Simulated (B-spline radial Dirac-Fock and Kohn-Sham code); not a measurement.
The ion Ru⁴⁺ ([Kr] 4d4). Computed with a B-spline radial code: independent-particle Coulomb rates on relativistic LDA orbitals, configuration-average energies from Dirac–Fock. Widths ruled by Coster–Kronig decay come out up to twice the measured ones in this model.

Before looking at the plot, say what to expect. Its caption: Auger and Coster–Kronig groups that fill an M1 (3s) hole, as sticks. Kinetic energies count from the vacuum level; very weak lines are left out.

The strongest group is M1-M5N1 at 143.0 eV (20 % of the non-radiative width), followed by M1-M3N5 at 47.51 eV (15 %), M1-M4N1 at 138.8 eV (13 %), M1-M2N5 at 24.97 eV (12 %). The lines shown span 24.54 eV to 436.2 eV.

The result:

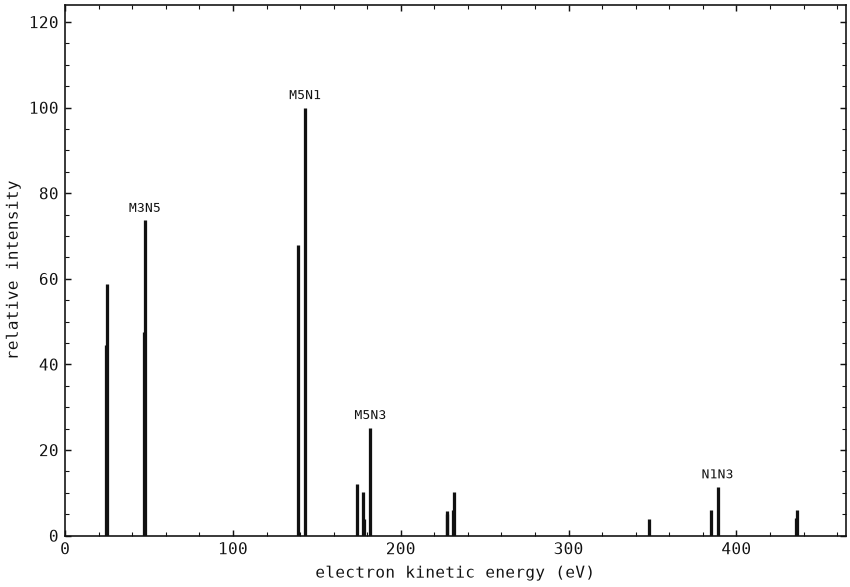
